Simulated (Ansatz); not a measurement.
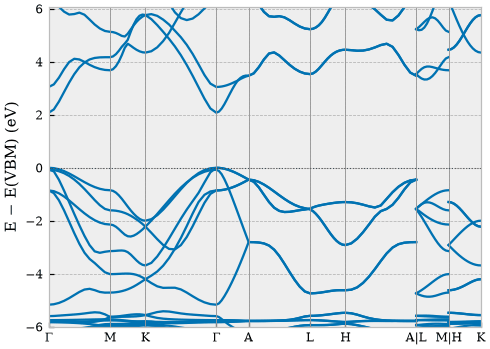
Band structure from DFT-PBE in the program Ansatz with PAW potentials

Problem. Read off the gap and where the band edges lie.

Solution. About 2.1 eV (2.08 eV by a search for the band edges); maximum at Γ, minimum at Γ.

The material is ZnS (wurtzite, P6_3mc).

Symmetry was held in the PBE relaxation; phonons on a q-mesh show no instability.

Potentials: the later of the program's two PAW sets.
